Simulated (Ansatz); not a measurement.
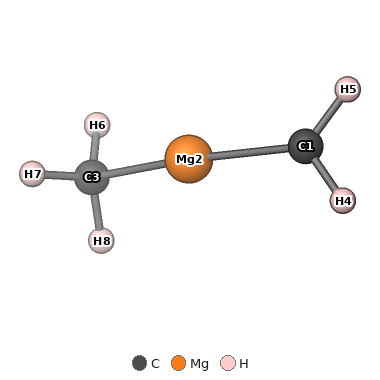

The system is C₂H₅Mg, SMILES [CH2+][Mg][CH3], charge +1; the picture shows the reference structure. The first coordinate is: angle C1–Mg2–C3 (carried through 180); the second: change of the bonds Mg2–C1, Mg2–C3, all alike. Nothing is relaxed (all other coordinates rigid). The grid has 13 × 13 points. Points are written as (first, second). Energies: kJ/mol, counted from the lowest grid point. These are results of RKS PBE-D4/def2-SVP in Ansatz, not measurements.

Its coordinates:

```xyz
8

C    -1.1976    1.3160   -1.5821
Mg    0.0831    0.0921   -0.3111
C     1.0092   -1.0620    1.2257
H    -2.0752    0.9319   -2.1523
H    -1.2940    2.4238   -1.5029
H     1.2584   -0.3740    2.0567
H     1.9139   -1.4724    0.7307
H     0.3021   -1.8553    1.5352
```

Range: angle C1–Mg2–C3 (carried through 180) from 140.0 to 220.0°; change of the bonds Mg2–C1, Mg2–C3, all alike from −0.237 to 0.367 Å.

> What will the energy surface look like?

The lowest grid point is at (166.7°, 0.014 Å). No other kind of well shows on this grid. The highest grid point, (220.0°, −0.237 Å), lies 90 kJ/mol above the lowest.

```
second ↓, first →  140.0  146.7  153.3  160.0  166.7  173.3  180.0  186.7  193.3  200.0  206.7  213.3  220.0
            0.367     68     66     65     64     63     63     63     64     66     68     71     75     79
            0.316     55     53     52     51     50     49     50     51     53     56     59     63     67
            0.266     43     41     40     38     38     37     38     39     41     44     48     52     56
            0.216     32     30     28     27     26     26     27     28     31     34     37     42     47
            0.165     22     20     18     17     16     16     17     19     21     24     28     33     38
            0.115     13     12     10      9      8      8      9     11     13     17     21     26     32
            0.065      7      6      4      3      3      3      4      6      8     12     17     22     28
            0.014      4      3      1      0      0      0      1      3      6     10     15     20     27
           −0.036      5      3      2      1      1      1      2      4      8     12     17     23     29
           −0.086      9      8      7      6      6      6      8     10     13     18     23     29     36
           −0.137     19     18     17     17     17     17     19     21     25     29     35     41     47
           −0.187     36     35     34     33     34     34     36     39     42     47     53     60     64
           −0.237     59     59     58     58     58     59     61     64     68     73     79     86     90
```

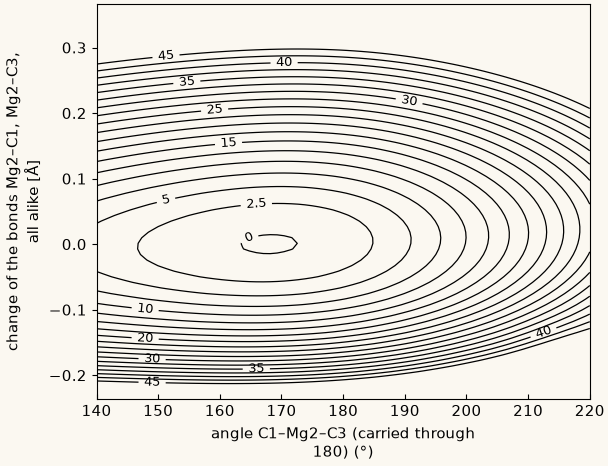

Drawn: contour lines labelled in kJ/mol (none above 45). Between grid points the surface is interpolated.

Time for the 169 points that were run: 19 min on 1 thread of Arm Neoverse N1, on a shared host.
